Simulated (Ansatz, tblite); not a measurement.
# SiCl(NHMe)3 (C₃H₁₂ClN₃Si): one state, many levels, part 2 of 2

How do method and basis change the picture of SiCl(NHMe)3 (C₃H₁₂ClN₃Si) (singlet)?

Ansatz 0.2.0, Gaussian basis; as each input shows. The steps go on from the part before.

## Step 12: HF/6-31G

Input file in.yaml:

```yaml
crystal:
  periodic: [false, false, false]
  atoms:
    - {symbol: Si, position_ang: [-0.009802, 0.016411, 0.026726]}
    - {symbol: Cl, position_ang: [-0.010554, 0.038219, 2.142589]}
    - {symbol: N, position_ang: [1.620018, -0.038333, -0.494451]}
    - {symbol: C, position_ang: [2.753221, 0.633904, 0.108618]}
    - {symbol: H, position_ang: [1.857353, -0.776263, -1.150729]}
    - {symbol: H, position_ang: [3.359484, 1.179980, -0.637258]}
    - {symbol: H, position_ang: [2.397601, 1.369771, 0.845889]}
    - {symbol: H, position_ang: [3.426472, -0.057749, 0.649482]}
    - {symbol: N, position_ang: [-0.802839, 1.434814, -0.520082]}
    - {symbol: C, position_ang: [-1.977646, 2.037805, 0.078904]}
    - {symbol: H, position_ang: [-0.241482, 2.068671, -1.081383]}
    - {symbol: H, position_ang: [-2.670473, 2.431166, -0.686689]}
    - {symbol: H, position_ang: [-2.528626, 1.280493, 0.658502]}
    - {symbol: H, position_ang: [-1.739383, 2.862790, 0.778023]}
    - {symbol: N, position_ang: [-0.848593, -1.378193, -0.511427]}
    - {symbol: C, position_ang: [-0.754032, -2.697673, 0.082786]}
    - {symbol: H, position_ang: [-1.700840, -1.210488, -1.038470]}
    - {symbol: H, position_ang: [-0.812591, -3.492181, -0.682651]}
    - {symbol: H, position_ang: [0.218388, -2.805980, 0.589573]}
    - {symbol: H, position_ang: [-1.535654, -2.897142, 0.842046]}
basis:
  gaussian: {orbitals: 6-31G}
hamiltonian: {xc: hf}
scf: {omitted_lower_state_checks: [starts]}
output: {orbitals: {seedname: orbitals}}
```

Started as:

```bash
$ ansatz run in.yaml --threads 4 --pin off --events-out ev --progress --plain --max-ram 4787MiB
```

What it wrote:

```text
Functional definition: HF
  name "HF"
  cite "Fock, Z. Phys. 61, 126 (1930) doi:10.1007/BF01340294"
  parent pbe
  exchange = exact_x
  correlation = 0
these checks for a lower state are left out or cut short: starts
1441 factors; integrals over basis functions are off by at most 1.9e-4 eV
mean field evaluation 1: about -28085.3152 eV, gradient 4.1e1 eV
mean field evaluation 2: about -28085.3188 eV, gradient 4.1e1 eV
mean field evaluation 4: about -28089.2232 eV, gradient 3.7e0 eV
mean field evaluation 8: about -28089.2603 eV, gradient 6.8e-5 eV
mean field -28089.26026547 eV, -1032.2612751715 hartree, gradient 8.8e-6 eV, S^2 0.000000; 0 other end points of the search recorded, 0 dependent functions left out
reference -28089.26026547 eV, -1032.2612751715 hartree; 41, 41 occupied and 63, 63 virtual orbitals, 1441 factors
Total energy: -28089.26026547 eV, -1032.2612751715 hartree
Checks for a lower state left out: starts
```

Wall time 1.4 s (4 threads of Intel Xeon at 2.70GHz, shared host).

From the report: HOMO -10.19 eV, LUMO 5.05 eV.

## Step 13: B3LYP-D4/6-31G

Edit in.yaml of step 12 so:

```diff
@@ -25,3 +25,3 @@
   gaussian: {orbitals: 6-31G}
-hamiltonian: {xc: hf}
+hamiltonian: {xc: {name: B3LYP}, dispersion: d4}
 scf: {omitted_lower_state_checks: [starts]}
```

Launched as before.

What it wrote, shortened:

```text
Functional definition: B3LYP
  name "B3LYP"
  cite "Stephens, Devlin, Chabalowski & Frisch, J. Phys. Chem. 98, 11623 (1994) doi:10.1021/j100096a001"
  cite "Becke, Phys. Rev. A 38, 3098 (1988) doi:10.1103/PhysRevA.38.3098"
  cite "Lee, Yang & Parr, Phys. Rev. B 37, 785 (1988) doi:10.1103/PhysRevB.37.785"
  cite "Vosko, Wilk & Nusair, Can. J. Phys. 58, 1200 (1980) doi:10.1139/p80-159"
[...]
1441 factors; integrals over basis functions are off by at most 1.9e-4 eV
[...]
mean field -28176.22873830 eV, -1035.4573075987 hartree, gradient 5.8e-5 eV, S^2 0.000000; 0 other end points of the search recorded, 0 dependent functions left out
reference -28176.22901999 eV, -1035.4573179506 hartree; 41, 41 occupied and 63, 63 virtual orbitals, 1441 factors
Total energy: -28177.10790385 eV, -1035.4896163366 hartree
Checks for a lower state left out: starts
```

It took 2.6 s on 4 threads of Intel Xeon at 2.70GHz, shared host.

Report: HOMO -6.39 eV, LUMO 1.22 eV.

## Step 14: CCSD(T)/def2-SVP

Edit in.yaml of step 13 so:

```diff
@@ -24,4 +24,4 @@
 basis:
-  gaussian: {orbitals: 6-31G}
-hamiltonian: {xc: {name: B3LYP}, dispersion: d4}
+  gaussian: {orbitals: def2-SVP, initial_orbitals: start.molden}
+correlation: {method: ccsd_t}
 scf: {omitted_lower_state_checks: [starts]}
```

The command is unchanged.

What it wrote, shortened:

```text
Functional definition: HF
  name "HF"
  cite "Fock, Z. Phys. 61, 126 (1930) doi:10.1007/BF01340294"
  parent pbe
[...]
1819 factors; integrals over basis functions are off by at most 1.2e-3 eV
[...]
mean field -28083.75061821 eV, -1032.0587993693 hartree, gradient 1.3e-6 eV, S^2 0.000000; 0 other end points of the search recorded, 0 dependent functions left out
16 core orbitals not correlated: weight in the atoms' cores, before any rotation towards them, 1.000 or more for the frozen orbitals, at most 0.000 for the correlated occupied ones
reference -28083.75061821 eV, -1032.0587993693 hartree; 25, 25 occupied and 139, 139 virtual orbitals, 1819 factors
second order -31.58569690 eV of doubles, -0.00000000 eV of singles
cycle   1  -33.05929975 eV  change    -1.5e0 eV  update   1.1e-1
[...]
cycle   8  -33.98335780 eV  change    2.2e-5 eV  update   4.7e-5
perturbative correction -0.92440684 eV, -0.0339713249 hartree
Total energy: -28118.65838286 eV, -1033.3416360587 hartree
Checks for a lower state left out: starts
```

Run time: 72 s. Hardware: 4 threads of Intel Xeon at 2.70GHz, shared host; peak memory 2.5 GiB.

From the report: Hartree-Fock HOMO -10.12 eV, LUMO 4.51 eV; T1 0.009.

## Step 15: MP2/def2-TZVP

Edit in.yaml of step 14 so:

```diff
@@ -24,4 +24,4 @@
 basis:
-  gaussian: {orbitals: def2-SVP, initial_orbitals: start.molden}
-correlation: {method: ccsd_t}
+  gaussian: {orbitals: def2-TZVP, initial_orbitals: start.molden}
+correlation: {method: mp2}
 scf: {omitted_lower_state_checks: [starts]}
```

The command is unchanged.

What it wrote:

```text
Functional definition: HF
  name "HF"
  cite "Fock, Z. Phys. 61, 126 (1930) doi:10.1007/BF01340294"
  parent pbe
  exchange = exact_x
  correlation = 0
these checks for a lower state are left out or cut short: starts
2218 factors; integrals over basis functions are off by at most 1.0e-3 eV
mean field evaluation 1: about -28098.0114 eV, gradient 4.0e1 eV
mean field evaluation 2: about -28099.2377 eV, gradient 1.3e0 eV
mean field evaluation 4: about -28099.6589 eV, gradient 1.0e-2 eV
mean field evaluation 8: about -28099.6589 eV, gradient 1.9e-6 eV
mean field -28099.65894030 eV, -1032.6434194232 hartree, gradient 6.6e-6 eV, S^2 0.000000; 0 other end points of the search recorded, 0 dependent functions left out
16 core orbitals not correlated: weight in the atoms' cores, before any rotation towards them, 1.000 or more for the frozen orbitals, at most 0.000 for the correlated occupied ones
reference -28099.65894030 eV, -1032.6434194232 hartree; 25, 25 occupied and 291, 291 virtual orbitals, 2218 factors
second order -38.96810901 eV of doubles, -0.00000000 eV of singles
Total energy: -28138.62704932 eV, -1034.0754710159 hartree
Checks for a lower state left out: starts
```

Wall time 11 s (4 threads of Intel Xeon at 2.70GHz, shared host); peak memory 1.2 GiB.

Report: Hartree-Fock HOMO -10.19 eV, LUMO 3.43 eV.

## Step 16: RPA/def2-TZVP

Edit in.yaml of step 15 so:

```diff
@@ -25,4 +25,4 @@
   gaussian: {orbitals: def2-TZVP, initial_orbitals: start.molden}
-correlation: {method: mp2}
+hamiltonian: {xc: pbe}
+correlation: {method: rpa}
 scf: {omitted_lower_state_checks: [starts]}
-output: {orbitals: {seedname: orbitals}}
```

The command is unchanged.

What it wrote, shortened:

```text
Functional definition: PBE
  name "PBE"
  cite "Perdew, Burke & Ernzerhof, Phys. Rev. Lett. 77, 3865 (1996) doi:10.1103/PhysRevLett.77.3865"
  parent pbe
[...]
2218 factors; integrals over basis functions are off by at most 1.0e-3 eV
[...]
mean field -28165.15397828 eV, -1035.0503176747 hartree, gradient 1.5e-6 eV, S^2 0.000000; 0 other end points of the search recorded, 0 dependent functions left out
16 core orbitals not correlated: weight in the atoms' cores, before any rotation towards them, 1.000 or more for the frozen orbitals, at most 0.000 for the correlated occupied ones
reference -28097.28680093 eV, -1032.5562449092 hartree; 25, 25 occupied and 291, 291 virtual orbitals, 2218 factors
Total energy: -28160.89161716 eV, -1034.8936787929 hartree
Checks for a lower state left out: starts
```

Run time: 15 s. Hardware: 4 threads of Intel Xeon at 2.70GHz, shared host; peak memory 1.2 GiB.

## Step 17: Levels side by side

```tsv
level	functions	HOMO (eV)	LUMO (eV)	gap (eV)	time
HF/STO-3G	60	-8.08	9.80	17.88	0.6 s
HF/6-31G	104	-10.19	5.05	15.24	1.4 s
PBE-D4/def2-SVP	180	-5.19	0.60	5.79	2.2 s
PBE-D4/def2-TZVP	332	-5.44	-0.01	5.43	4.3 s
r2SCAN-D4/def2-TZVP	332	-5.71	0.63	6.35	7 s
B3LYP-D4/6-31G	104	-6.39	1.22	7.61	2.6 s
PBE0-D4/def2-SVP	180	-6.64	1.49	8.13	3.7 s
PBE0-D4/def2-TZVP	332	-6.82	0.82	7.64	15 s
HSE06-D4/def2-TZVP	332	-6.41	0.45	6.86	8.5 s
CAM-B3LYP-D4/def2-TZVP	332	-8.23	1.60	9.83	12 s
```

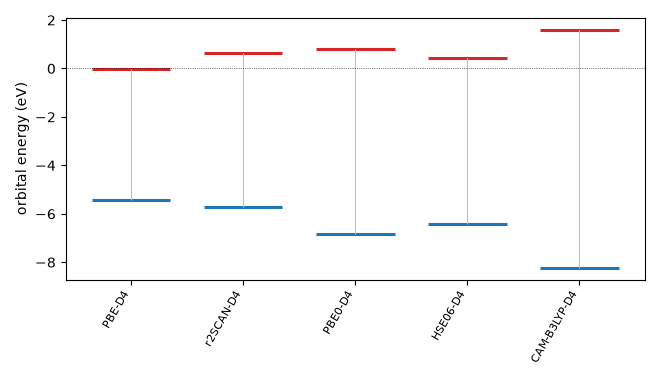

Highest filled (blue) and lowest empty (red) level in def2-TZVP.

The pieces so far (eV):

```tsv
basis	HF	MP2 correlation	CCSD correlation	(T)	total
def2-SVP	-28083.7506	-31.5857	-33.9834	-0.9244	-28118.6584
def2-TZVP	-28099.6589	-38.9681			-28138.6270 (MP2)
```

## Step 18: Binding energy

Free atoms were run apart at each level; binding is atoms less cluster, divided by the number of atoms, without zero-point or spin-orbit terms.

Differences are taken before rounding.

```tsv
method	binding an atom (eV)	from CCSD(T)/def2-SVP (eV)	time
HF/STO-3G	3.238	-0.405	0.6 s
HF/6-31G	2.480	-1.163	1.4 s
HF/def2-SVP	2.789	-0.854	
HF/def2-TZVP	2.765	-0.877	
PBE-D4/def2-SVP	3.970	+0.327	2.2 s
PBE-D4/def2-TZVP	3.959	+0.316	4.3 s
r2SCAN-D4/def2-TZVP	3.872	+0.230	7 s
B3LYP-D4/6-31G	3.682	+0.040	2.6 s
PBE0-D4/def2-SVP	3.906	+0.263	3.7 s
PBE0-D4/def2-TZVP	3.893	+0.250	15 s
HSE06-D4/def2-TZVP	3.896	+0.253	8.5 s
CAM-B3LYP-D4/def2-TZVP	3.909	+0.266	12 s
MP2/def2-SVP	3.672	+0.029	
MP2/def2-TZVP	3.771	+0.128	11 s
CCSD/def2-SVP	3.606	-0.036	
CCSD(T)/def2-SVP	3.643	0	72 s
```

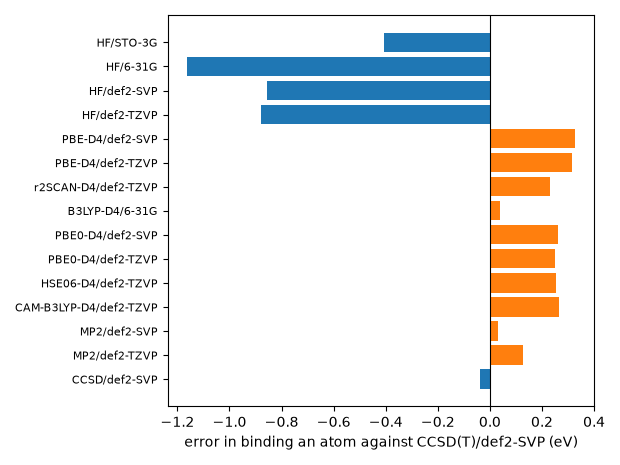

How far each level lands from CCSD(T)/def2-SVP.

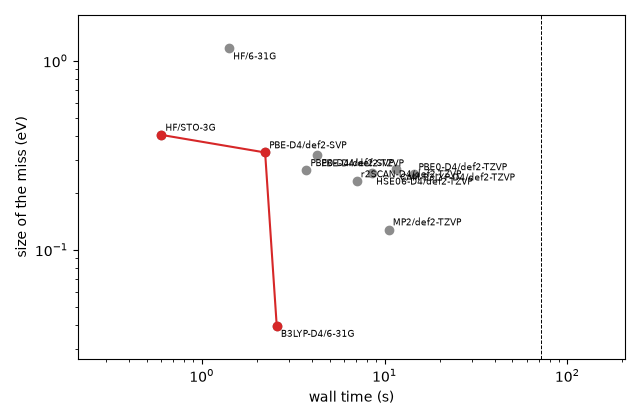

Miss against cost. Red marks the levels that no quicker level drawn beats (of those quicker than the yardstick), and the dashed line is the time of CCSD(T)/def2-SVP. Times are from a shared host.

## Step 19: Outcome

This closing draws on all 2 parts.

```
                                                 quantity                                     value
gap in def2-TZVP, named functionals, smallest and largest  5.43 eV (PBE-D4), 9.83 eV (CAM-B3LYP-D4)
                     correlation energy, CCSD(T)/def2-SVP                                 -34.91 eV
                        correlation energy, MP2/def2-TZVP                                 -38.97 eV
                        binding an atom, CCSD(T)/def2-SVP                                  3.643 eV
          PBE0 total energy, smallest basis above largest            15.91 eV (def2-SVP, def2-TZVP)
```

What this shows: Orbital gaps of the named functionals in def2-TZVP span 5.43 eV (PBE-D4) to 9.83 eV (CAM-B3LYP-D4); exact exchange widens it. A small miss in a minimal or small basis is a cancelling of errors, not accuracy. The functionals in def2-TZVP miss CCSD(T)/def2-SVP by +0.230 (r2SCAN-D4) to +0.316 eV (PBE-D4) an atom. The yardstick is in a double-zeta basis, so levels in larger sets aren't compared like for like. CCSD(T)/def2-SVP isn't at the basis-set limit; small misses against it rank nothing.

B3LYP-D4/6-31G reaches 0.040 eV from the reference in 2.6 s, where CCSD(T)/def2-SVP took 72 s; the quickest level in the cost chart, HF/STO-3G, takes 0.6 s and misses by 0.405 eV. The slowest run with a step of its own, CCSD(T)/def2-SVP, took 72 s; the quickest functional in def2-TZVP took 4.3 s (shared host).
